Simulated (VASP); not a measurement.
## SrCaSO: structure and properties in VASP

Wanted: the relaxed cell of SrCaSO and its properties. The steps: rough relaxation of the start cell, full relaxation (PBE + D4), second relaxation, single point with fields (PBE + D4), band structure (PBE + D4), total and projected DOS (PBE + D4), zone-centre phonons (PBE + D4), band structure (r2SCAN) and elastic constants (PBE + D4). The cell is invented: it takes the structure of a Materials Project entry for SrCaS2 (space group 123 there), with some of its atoms replaced by other elements, volume scaled by an estimate. It may not be a known or stable phase. The atoms of the start are displaced at random from the sites of a P4/mmm cell.

Main program and level: VASP 6.6.1; PBE with D4; plane waves and PAW (Sr_sv, Ca_sv, S, O), in the first sound run; inputs show where later runs differ.

## (1) The structure

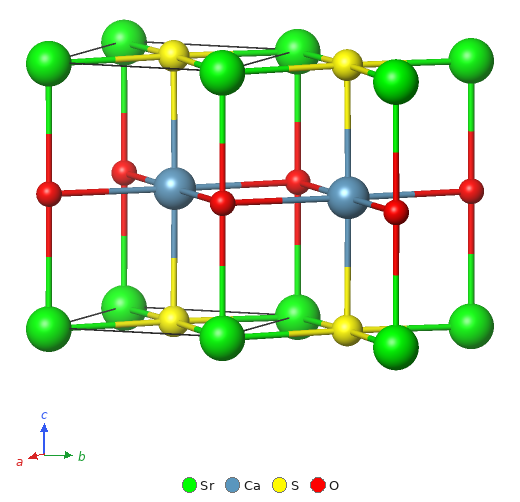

Start, viewed slightly off an axis; strontium green, calcium blue, sulfur yellow, oxygen red. 1×2×1 cells are drawn. Some periodic images of atoms are drawn too.

Structure file:

```
Sr Ca S O
1.0
     3.90996    0.00000    0.00000
     0.00000    3.90996    0.00000
     0.00000    0.00000    5.52753
Sr Ca S O
1 1 1 1
Direct
  0.99891 0.99861 0.99403
  0.49963 0.50726 0.50142
  0.49726 0.50048 0.00075
  0.99959 0.00013 0.50298
```

## (2) Rough relaxation of the start cell

The start is only an estimate, so a cheap relaxation brings it near a minimum before any careful run. PBE, the usual starting point, adds the gradient of the density. A dispersion term adds the long-range attraction that semilocal functionals lack. D4 lets the coefficients depend on atomic charges too.

INCAR reads:

```
SYSTEM = SrCaSO
PREC = Normal
ENCUT = 520
EDIFF = 1E-05
NELM = 60
ISMEAR = -1
SIGMA = 0.05
LREAL = .FALSE.
ALGO = Fast
GGA = PE
IVDW = 13
NBANDS = 22
LORBIT = 11
LWAVE = .FALSE.
LCHARG = .FALSE.
KPAR = 2
IBRION = 2
NSW = 40
ISIF = 3
EDIFFG = -0.04
```

POSCAR reads:

```
SrCaSO
1.0
    3.9099630000      0.0000000000      0.0000000000
    0.0000000000      3.9099630000      0.0000000000
    0.0000000000      0.0000000000      5.5275260000
Sr Ca S O
1 1 1 1
Direct
   -0.0010880000     -0.0013890000     -0.0059720000
    0.4996350000      0.5072610000      0.5014150000
    0.4972610000      0.5004760000      0.0007530000
   -0.0004100000      0.0001320000      0.5029770000
```

KPOINTS reads:

```
Automatic mesh
0
Gamma
4 4 3
0 0 0
```

Potentials, in the order of the species: Sr_sv, Ca_sv, S and O (PBE family, release 64).

Started as:

```bash
$ mpirun -np 2 vasp_std
```

The log of the run:

```text
[banner, memory and clock lines left out]
running    2 mpi-ranks, on    1 nodes
[...]
LDA part: xc-table for (Slater+PW92), standard interpolation
 POSCAR, INCAR and KPOINTS ok, starting setup
[...]
entering main loop
       N       E                     dE             d eps       ncg     rms          rms(c)
DAV:   1     0.247112026469E+03    0.24711E+03   -0.15982E+04  1144   0.139E+03
DAV:   2    -0.403909331879E+01   -0.25115E+03   -0.23719E+03  1298   0.340E+02
DAV:   3    -0.230781096945E+02   -0.19039E+02   -0.18864E+02  1880   0.847E+01
DAV:   4    -0.237238243833E+02   -0.64571E+00   -0.64435E+00  1622   0.138E+01
[...]
RMM:  43    -0.213356746341E+02   -0.84107E-05   -0.10571E-04   563   0.331E-02    0.264E-02
RMM:  44    -0.213356827478E+02   -0.81137E-05   -0.10171E-04   571   0.324E-02    0.269E-02
RMM:  45    -0.213356901413E+02   -0.73936E-05   -0.93904E-05   556   0.317E-02
   1 F= -.22065934E+02 E0= -.22065934E+02  d E =-.220659E+02
[...]
WARNING in EDDRMM: call to ZHEGV failed, returncode =   6  3     14
[... from here on, the cycles between the ionic steps are left out ...]
   2 F= -.22119478E+02 E0= -.22119478E+02  d E =-.535444E-01
   4 F= -.22123476E+02 E0= -.22123476E+02  d E =-.575427E-01
   7 F= -.22124538E+02 E0= -.22124538E+02  d E =-.140500E-03
  10 F= -.22128003E+02 E0= -.22128003E+02  d E =-.360551E-02
[...]
WARNING in EDDRMM: call to ZHEGV failed, returncode =   6  3     12
  13 F= -.22169649E+02 E0= -.22169649E+02  d E =-.452521E-01
[...]
WARNING in EDDRMM: call to ZHEGV failed, returncode =   8  4     14
[...]
WARNING in EDDRMM: call to ZHEGV failed, returncode =   8  4      4
  16 F= -.22170371E+02 E0= -.22170371E+02  d E =-.459734E-01
  19 F= -.22171143E+02 E0= -.22171143E+02  d E =-.570974E-03
  22 F= -.22174060E+02 E0= -.22174060E+02  d E =-.348874E-02
  25 F= -.22192608E+02 E0= -.22192608E+02  d E =-.185481E-01
  28 F= -.22302013E+02 E0= -.22302013E+02  d E =-.127952E+00
[...]
WARNING in EDDRMM: call to ZHEGV failed, returncode =   6  3     15
  31 F= -.22341214E+02 E0= -.22341214E+02  d E =-.250146E-01
  34 F= -.22394824E+02 E0= -.22394824E+02  d E =-.786249E-01
[...]
WARNING in EDDRMM: call to ZHEGV failed, returncode =   6  3     16
WARNING in EDDRMM: call to ZHEGV failed, returncode =   6  3     10
  37 F= -.22447533E+02 E0= -.22447533E+02  d E =-.527090E-01
[...]
hard stop encountered!  aborting job ...
[...]
|     The electronic self-consistency was not achieved in the given           |
[...]
soft stop encountered!  aborting job ...
  38 F= -.22460044E+02 E0= -.22460044E+02  d E =-.114272E-10
 deleting file STOPCAR
```

The job ended after 17 min (2 MPI ranks of AMD EPYC 7R43, shared host; peak memory 0.34 GiB).

Lines that name or quote the potential files are left out of all logs, and their timing lines are given in words.

The run was stopped at its time limit, by a STOPCAR file.

By then 37 ionic steps had been finished.

The next step goes on from the cell that it reached.

## (3) Full relaxation (PBE + D4)

Properties are meant for the cell that this level of theory prefers, so cell and atoms are relaxed first (ISIF = 3) until forces and stress are small; EDIFFG sets the threshold.

INCAR reads:

```
SYSTEM = SrCaSO
PREC = Accurate
ENCUT = 520
EDIFF = 1E-06
NELM = 100
ISMEAR = -1
SIGMA = 0.05
LREAL = .FALSE.
ALGO = Normal
GGA = PE
IVDW = 13
NBANDS = 22
LORBIT = 11
LWAVE = .FALSE.
LCHARG = .FALSE.
KPAR = 2
IBRION = 2
NSW = 60
ISIF = 3
EDIFFG = -0.01
```

POSCAR reads:

```
SrCaSO
1.0
    3.9754996781     -0.0012900585      0.0085318194
   -0.0019197644      4.2534308123     -0.0388846723
    0.0114968815     -0.0524295273      5.2446260496
Sr Ca S O
1 1 1 1
Direct
    0.9974209203      0.9976405514      0.0110806383
    0.4964406067      0.6172300265      0.5040908358
    0.5029712540      0.4967150091      0.0026351079
    0.9985652190      0.8948944130      0.4813664180
```

KPOINTS reads:

```
Automatic mesh
0
Gamma
5 5 4
0 0 0
```

Started as:

```bash
$ mpirun -np 2 vasp_std
```

The log of the run:

```text
[... set-up lines as in an earlier step ...]
 entering main loop
       N       E                     dE             d eps       ncg     rms          rms(c)
DAV:   1     0.251970174096E+03    0.25197E+03   -0.15931E+04  2244   0.138E+03
DAV:   2    -0.409070509668E+01   -0.25606E+03   -0.24175E+03  2596   0.338E+02
DAV:   3    -0.241263086731E+02   -0.20036E+02   -0.19877E+02  3662   0.863E+01
DAV:   4    -0.248828456179E+02   -0.75654E+00   -0.75495E+00  3236   0.144E+01
DAV:   5    -0.249010570169E+02   -0.18211E-01   -0.18210E-01  3244   0.201E+00    0.197E+01
DAV:   6    -0.219660431010E+02    0.29350E+01   -0.16445E+01  3110   0.219E+01    0.156E+01
DAV:   7    -0.217753241969E+02    0.19072E+00   -0.18719E+00  2844   0.836E+00    0.936E+00
DAV:   9    -0.217684972159E+02   -0.54972E-02   -0.42404E-02  3092   0.111E+00    0.332E-01
DAV:  10    -0.217702960216E+02   -0.17988E-02   -0.59138E-03  3298   0.480E-01    0.152E-01
DAV:  11    -0.217711329916E+02   -0.83697E-03   -0.19000E-03  2846   0.265E-01    0.658E-02
DAV:  12    -0.217713346838E+02   -0.20169E-03   -0.29526E-04  2804   0.128E-01    0.261E-02
DAV:  13    -0.217713461504E+02   -0.11467E-04   -0.37656E-05  2960   0.392E-02    0.179E-02
DAV:  14    -0.217713463292E+02   -0.17878E-06   -0.17525E-05  2778   0.234E-02    0.343E-03
DAV:  15    -0.217713461176E+02    0.21163E-06   -0.10505E-06  2074   0.719E-03
   1 F= -.22470301E+02 E0= -.22470301E+02  d E =-.224703E+02
 curvature:   0.00 expect dE= 0.000E+00 dE for cont linesearch  0.000E+00
 trial: gam= 0.00000 g(F)=  0.192E-01 g(S)=  0.123E-01 ort = 0.000E+00 (trialstep = 0.100E+01)
 search vector abs. value=  0.315E-01
 bond charge predicted
       N       E                     dE             d eps       ncg     rms          rms(c)
DAV:   1    -0.218393223137E+02   -0.67976E-01   -0.41969E+00  2244   0.160E+01    0.170E+00
DAV:   2    -0.218143394861E+02    0.24983E-01   -0.19691E-01  2888   0.340E+00    0.703E-01
DAV:   3    -0.218050306451E+02    0.93088E-02   -0.17072E-02  2948   0.118E+00    0.425E-01
DAV:   4    -0.218029084057E+02    0.21222E-02   -0.12244E-02  3858   0.657E-01    0.279E-01
DAV:   5    -0.218030737362E+02   -0.16533E-03   -0.69269E-04  3016   0.191E-01    0.161E-01
DAV:   6    -0.218031252289E+02   -0.51493E-04   -0.48558E-04  4044   0.118E-01    0.216E-02
DAV:   7    -0.218031238399E+02    0.13890E-05   -0.15189E-05  2952   0.287E-02    0.121E-02
DAV:   8    -0.218031220927E+02    0.17472E-05   -0.26720E-06  2778   0.121E-02    0.414E-03
DAV:   9    -0.218031224461E+02   -0.35342E-06   -0.38301E-07  1938   0.515E-03
   2 F= -.22492603E+02 E0= -.22492603E+02  d E =-.223018E-01
[... from here on, the cycles between the ionic steps are left out ...]
   3 F= -.22497701E+02 E0= -.22497701E+02  d E =-.273995E-01
   4 F= -.22507424E+02 E0= -.22507424E+02  d E =-.972326E-02
   5 F= -.22508869E+02 E0= -.22508869E+02  d E =-.111688E-01
   6 F= -.22517433E+02 E0= -.22517433E+02  d E =-.856389E-02
   7 F= -.22521568E+02 E0= -.22521568E+02  d E =-.126982E-01
   8 F= -.22526558E+02 E0= -.22526558E+02  d E =-.499015E-02
   9 F= -.22526668E+02 E0= -.22526668E+02  d E =-.510071E-02
  10 F= -.22527668E+02 E0= -.22527668E+02  d E =-.999905E-03
  11 F= -.22527898E+02 E0= -.22527898E+02  d E =-.122986E-02
  12 F= -.22528434E+02 E0= -.22528434E+02  d E =-.535576E-03
  13 F= -.22528491E+02 E0= -.22528491E+02  d E =-.593209E-03
  14 F= -.22528661E+02 E0= -.22528661E+02  d E =-.169257E-03
  15 F= -.22528698E+02 E0= -.22528698E+02  d E =-.206889E-03
  16 F= -.22528699E+02 E0= -.22528699E+02  d E =-.207860E-03
  17 F= -.22528762E+02 E0= -.22528762E+02  d E =-.631474E-04
  18 F= -.22528789E+02 E0= -.22528789E+02  d E =-.895998E-04
  19 F= -.22528820E+02 E0= -.22528820E+02  d E =-.308817E-04
  20 F= -.22528786E+02 E0= -.22528786E+02  d E =0.294549E-05
 curvature:  -2.31 expect dE=-0.145E-03 dE for cont linesearch -0.206E-04
 ZBRENT: interpolating
 opt :   1.7959  next Energy=   -22.528825 (dE=-0.363E-04)
 bond charge predicted
       N       E                     dE             d eps       ncg     rms          rms(c)
DAV:   1    -0.218459380686E+02    0.38550E-03   -0.63648E-03  2244   0.585E-01    0.727E-02
DAV:   2    -0.218458817900E+02    0.56279E-04   -0.38057E-04  2888   0.133E-01    0.312E-02
DAV:   3    -0.218458631680E+02    0.18622E-04   -0.42786E-05  3224   0.553E-02    0.209E-02
DAV:   4    -0.218458595365E+02    0.36314E-05   -0.22337E-05  3918   0.274E-02    0.150E-02
DAV:   5    -0.218458614971E+02   -0.19605E-05   -0.10933E-06  2070   0.787E-03    0.730E-03
DAV:   6    -0.218458628580E+02   -0.13610E-05   -0.21053E-06  2888   0.692E-03    0.902E-04
DAV:   7    -0.218458628755E+02   -0.17454E-07   -0.18191E-07  1164   0.244E-03
  21 F= -.22528809E+02 E0= -.22528809E+02  d E =-.205637E-04
 curvature:  -0.61 expect dE=-0.349E-04 dE for cont linesearch -0.473E-05
 trial: gam= 0.00000 g(F)=  0.136E-04 g(S)=  0.435E-04 ort =-0.282E-04 (trialstep = 0.143E+01)
 search vector abs. value=  0.572E-04
 reached required accuracy - stopping structural energy minimisation
```

The job ended after 20 min (2 MPI ranks; peak memory 0.5 GiB).

OUTCAR, selected parts (step 3):

```text
ion  position               nearest neighbor table
   1  0.997  0.998  0.011-   4 2.51   4 2.80   3 2.90   3 2.90   3 2.92   3 2.93   2 3.66   2 3.66
                             2 3.67   2 3.68
   2  0.496  0.617  0.504-   4 2.31   4 2.32   3 2.67   3 2.67   1 3.66   1 3.66   1 3.67   1 3.68

  LATTYP: Found a triclinic cell.
 ALAT       =     6.8158710976
 B/A-ratio  =     0.6240741531
 C/A-ratio  =     0.5832723339
 COS(alpha) =     0.0007954315
 COS(beta)  =     0.0038370425
 COS(gamma) =     0.6388010522

 Subroutine GETGRP returns: Found  1 space group operations
 (whereof  1 operations were pure point group operations)

The static configuration has the point symmetry C_1 .

 Found     51 irreducible k-points:

   k-points           NKPTS =     51   k-points in BZ     NKDIM =     51   number of bands    NBANDS=     22

   dimension x,y,z NGX =    30 NGY =   32 NGZ =   40
   dimension x,y,z NGXF=    60 NGYF=   64 NGZF=   80

   ENCUT  =  520.0 eV  38.22 Ry    6.18 a.u.   7.39  7.91  9.75*2*pi/ulx,y,z

   NELECT =      32.0000    total number of electrons

 k-points in reciprocal lattice and weights: Automatic mesh
   0.00000000  0.00000000  0.00000000       0.010
   0.20000000  0.00000000  0.00000000       0.020
   0.40000000 -0.00000000  0.00000000       0.020
   0.00000000  0.20000000  0.00000000       0.020
   0.20000000  0.20000000 -0.00000000       0.020
   0.40000000  0.20000000  0.00000000       0.020
  -0.40000000  0.20000000  0.00000000       0.020
  -0.20000000  0.20000000  0.00000000       0.020
   0.00000000  0.40000000  0.00000000       0.020
[...]
-0.40000000  0.40000000  0.50000000       0.020
  -0.20000000  0.40000000  0.50000000       0.020

 average (electrostatic) potential at core
       1 -37.5374       2 -45.7705       3 -87.9197       4 -70.9024

 E-fermi :   2.5440

 k-point     1 :       0.0000    0.0000    0.0000
  band No.  band energies     occupation
    ...
     12       0.5529      2.00000
     13       0.9034      2.00000
     14       1.0893      2.00000
     15       1.2936      2.00000
     16       1.3227      2.00000
     17       4.3152      0.00000
     18       4.8275      0.00000
     19       6.3598      0.00000
     20       7.3606      0.00000
     21       7.3622      0.00000
    ...

 k-point     2 :       0.2000    0.0000    0.0000
  band No.  band energies     occupation
    ...
     12       0.3031      2.00000
     13       0.4141      2.00000
     14       0.7403      2.00000
     15       1.1661      2.00000
     16       1.2260      2.00000
     17       4.8911      0.00000
     18       5.7324      0.00000
     19       6.1200      0.00000
     20       7.5297      0.00000
     21       7.7553      0.00000
    ...

 k-point     3 :       0.4000   -0.0000    0.0000
  band No.  band energies     occupation
    ...
     12      -0.0671      2.00000
     13       0.3410      2.00000
     14       0.5085      2.00000
     15       1.0345      2.00000
     16       1.4241      2.00000
     17       5.7743      0.00000
     18       6.0960      0.00000
     19       6.8737      0.00000
     20       7.1325      0.00000
     21       7.8934      0.00000
    ...

  DFT-D4 for vdW energy calculation

  Edisp (eV):   -0.68295

  Total      -0.02616    -0.03635    -0.03980    -0.00030    -0.00296     0.00099
  in kB      -0.46257    -0.64272    -0.70377    -0.00537    -0.05232     0.01753
  external pressure =       -0.60 kB  Pullay stress =        0.00 kB

  energy-cutoff  :      520.00
  volume of cell :       90.60
      direct lattice vectors                 reciprocal lattice vectors
     4.056683826  0.000322966 -0.000006833     0.246506762  0.000016584  0.000003265
    -0.000289547  4.303845794  0.000226345    -0.000018498  0.232350325  0.000110608
    -0.000068577 -0.002470356  5.189391087     0.000000325 -0.000010134  0.192700831

 POSITION                                       TOTAL-FORCE (eV/Angst)
 -----------------------------------------------------------------------------------
      4.05205      4.26284      0.00173        -0.002502      0.006069     -0.002278
      2.02335      2.79866      2.59464         0.000715      0.001600     -0.009674
      2.02332      2.04266      5.18768         0.001676      0.000292      0.006103
      4.05165      3.83130      2.59111         0.000111     -0.007960      0.005850
 -----------------------------------------------------------------------------------
    total drift:                               -0.000079      0.000007      0.000093

  FREE ENERGIE OF THE ION-ELECTRON SYSTEM (eV)
  ---------------------------------------------------
  free  energy   TOTEN  =       -22.5288094976 eV

  energy  without entropy=      -22.5288094975  energy(sigma->0) =      -22.52880950

 reached required accuracy - stopping structural energy minimisation

 total charge
# of ion       s       p       d       tot
------------------------------------------
    1        2.013   5.794   0.223   8.030
    2        2.042   5.863   0.300   8.205
    3        1.315   2.504   0.000   3.820
    4        1.556   3.385   0.000   4.941
--------------------------------------------------
tot          6.925  17.547   0.523  24.996

[... 3 further parts left out ...]
```

CONTCAR:

```
SrCaSO
   1.00000000000000
     4.0566838262271574    0.0003229655810337   -0.0000068334792842
    -0.0002895466638850    4.3038457938479029    0.0002263445239028
    -0.0000685767347619   -0.0024703560491906    5.1893910869063253
  Sr              Ca              S               O
     1     1     1     1
Direct
     0.9989281453435984    0.9903964422694221    0.0002907927237522
     0.4988246901639536    0.6505191961640833    0.4999613147901135
     0.4988137490661537    0.4751483088477532    0.9996501603363136
     0.9988314154262959    0.8904160527187446    0.4992707321498197
```

The gap is read on the k-mesh alone, so it is an upper bound where the band edges lie off the mesh.

Relaxation path:

```
step  energy less that of the first step (eV)  largest force (eV/Å)  pressure (GPa)  volume (Å³)
   1                                   0.0000                0.3789            0.64        88.68
   2                                  -0.0223                0.3047           -0.11        89.81
   3                                  -0.0274                0.2482           -0.63        90.69
   4                                  -0.0371                0.1483            0.10        89.87
   5                                  -0.0386                0.1482            0.52        89.41
   6                                  -0.0471                0.1432            0.23        90.00
   7                                  -0.0513                0.1542           -0.15        90.89
   8                                  -0.0563                0.0630           -0.12        90.98
   9                                  -0.0564                0.0630           -0.11        90.99
  10                                  -0.0574                0.0538            0.06        90.64
  11                                  -0.0576                0.0502            0.18        90.37
  12                                  -0.0581                0.0373            0.01        90.52
  13                                  -0.0582                0.0329           -0.05        90.58
  14                                  -0.0584                0.0206           -0.01        90.50
  15                                  -0.0584                0.0171            0.02        90.46
  16                                  -0.0584                0.0169            0.01        90.44
  17                                  -0.0585                0.0125            0.04        90.44
  18                                  -0.0585                0.0108            0.05        90.43
  19                                  -0.0585                0.0101            0.01        90.56
  20                                  -0.0585                0.0117           -0.06        90.66
  21                                  -0.0585                0.0099           -0.06        90.60
```

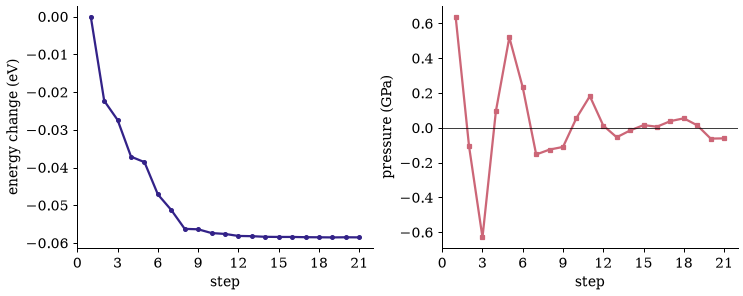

Energy and pressure along the relaxation.

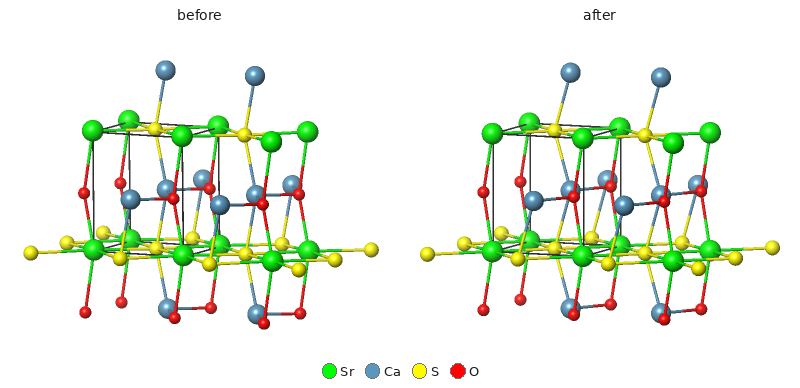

Before and after, at one scale.

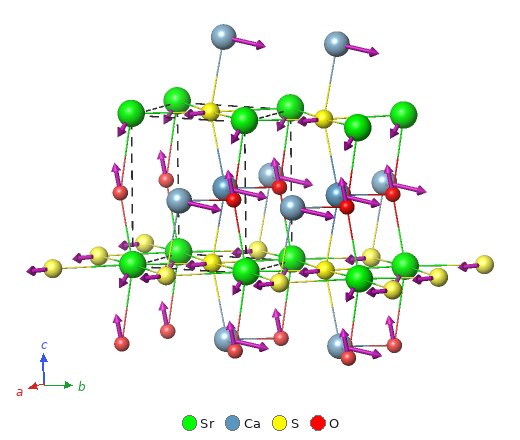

Displacements in the relaxation, exaggerated, measured against the changing cell; the longest in the cell stands for 0.15 Å. 1×2×1 cells are drawn. Some periodic images of atoms are drawn too.

```
     cell as run  before  after  change
           a (Å)   3.976  4.057  +2.0 %
           b (Å)   4.254  4.304  +1.2 %
           c (Å)   5.245  5.189  -1.1 %
           α (°)   91.10  90.02  -1.2 %
           β (°)   89.75  90.00  +0.3 %
           γ (°)   90.05  90.00  -0.1 %
volume (Å³/atom)   22.17  22.65  +2.2 %
```

The atoms that moved most (Å, as changes of fractional coordinates times the final cell):

```
atom      dx      dy      dz  length
 Ca2   0.010   0.143  -0.021   0.145
  S3  -0.017  -0.093  -0.015   0.096
  O4   0.001  -0.019   0.093   0.095
 Sr1   0.006  -0.031  -0.056   0.064
```

The relaxed structure:

```xyz
4
Lattice="4.0567 0.0003 0.0000 -0.0003 4.3038 0.0002 -0.0001 -0.0025 5.1894" Properties=species:S:1:pos:R:3 pbc="T T T"
Sr    4.0520    4.2628    0.0017
Ca    2.0234    2.7987    2.5946
S     2.0234    2.0451   -0.0017
O     4.0517    3.8313    2.5911
```

A gap read on the k-mesh alone can miss the band edges.

Numbers from this step:

* electrons: 32
* bands: 22
* irreducible k-points: 51
* symmetry operations: 1
* free energy (TOTEN): -22.53 eV
* Fermi energy: 2.544 eV
* pressure: -0.06030 GPa
* metallic: no
* valence top at k: 0.4, 0, 0.25
* conduction bottom at k: 0, 0, 0
* least direct gap at k: 0, 0, 0
* SCF cycles over all ionic steps: 148
* gap on the k-mesh: 2.851 eV
* least direct gap on the k-mesh: 2.992 eV

It ends with a largest force of 0.010 eV/Å and a pressure of -0.06 GPa.

[end of part 1 of 5]

[Lines on the potential files, build, host, timing and source positions are cut from VASP's logs without a mark.]

[Logs are printed without paths, hosts, clocks, repeated set-up lines and the standing remarks that a program may print on its own settings, such as how far it seeks lower states.]

[Hosts, paths, dates, database ids (printed as entryN), source tags and the programs' standing remarks are cut or masked in the printed files.]

[A measured line is paired with the nearest computed mode of its activity, which favours agreement.]

[In band tables of VASP the shares of atoms and orbitals are scaled to a sum of 1 inside the atoms' spheres.]
